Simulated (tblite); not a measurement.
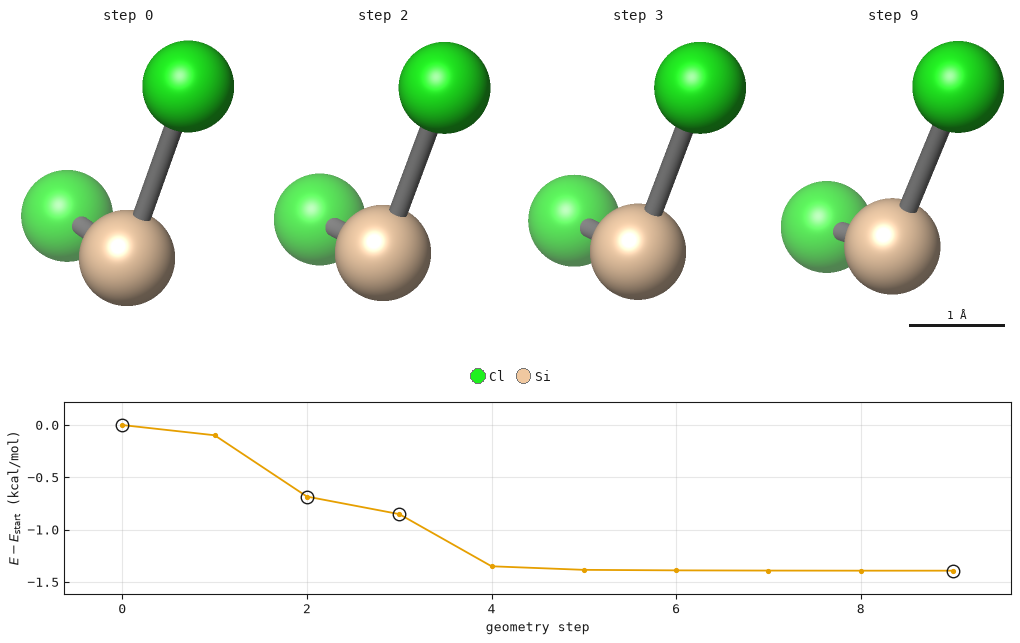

Frames of a relaxation of SiCl$_{2}$ (multiplicity 3), marked on the history of the run. Style: ball-and-stick. Shown from a free direction.

Computed with tblite 0.8.0, GFN2-xTB geometry optimisation, gas phase. 

> What happens along the run?

After 9 geometry steps the energy has fallen by 1.39 kcal/mol. A Cl atom moves most after the best rigid fit: 0.16 Å. By element the largest moves are Cl 0.16 Å, Si 0.13 Å. Near-neighbour distances that change, for instance: Cl–Si 2.044 → 2.057 Å, Cl–Si 2.066 → 2.057 Å. Among the angles between lasting bonds that change: Cl–Si–Cl 104.3° → 117.9°. From step 0 to 2: a Cl atom moves most (0.06 Å), energy −0.68 kcal/mol. From step 2 to 3: Cl atoms move most (0.02 Å), energy −0.17 kcal/mol. From step 3 to 9: a Cl atom moves most (0.09 Å), energy −0.54 kcal/mol.

```
step  E − E(0), kcal/mol
   0                0.00
   1               -0.10
   2               -0.68
   3               -0.85
   4               -1.35
   5               -1.38
   6               -1.39
   7               -1.39
   8               -1.39
   9               -1.39
```
